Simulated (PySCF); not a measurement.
SMILES [Be]([Br])[I] (BeBrI) at its B3LYP/def2-SVP optimised geometry (Å):

```
3

Be    -0.1057     0.0001     0.0000
Br    -2.0677    -0.0001     0.0029
I      2.0677     0.0001     0.0000
```

Method: B3LYP/def2-TZVP, def2 effective core potentials past Kr run with PySCF. The core electrons that the potentials of I replace are not part of the density. Cells within 0.4 Å of a nucleus heavier than hydrogen are left out (blank, or x).

Map of the deformation density (molecule minus spherical neutral atoms) (e/bohr³) on the plane z = 0.0 Å:

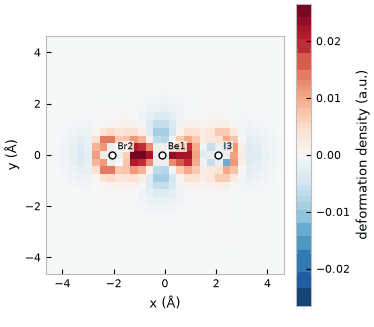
Deformation density (molecule minus spherical neutral atoms) (e/bohr³) on the plane z = 0.0 Å.
